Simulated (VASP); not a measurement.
Band structure of Yb (relaxed from the bcc structure, space group Im-3m). Level of theory: r2SCAN meta-GGA, VASP's PBE PAW potentials (set 64) (plane waves; VASP).

The 4f electrons are frozen in the core of the lanthanide potential, so 4f levels, which can set the real gap, and their magnetism are missing.

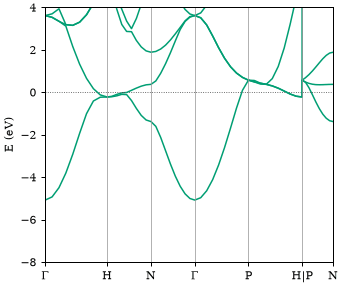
Figure: Bands along high-symmetry lines, zero at the valence-band maximum or, without a gap, the Fermi level

Question: Read the plot: is there a gap, and where are the band edges?

Answer: It has no gap at this level: it comes out as a metal or semimetal.

The structure was generated: Yb was put into the bcc type (Im-3m), which need not be its known phase. It was relaxed first, which changed the volume by -7 %.
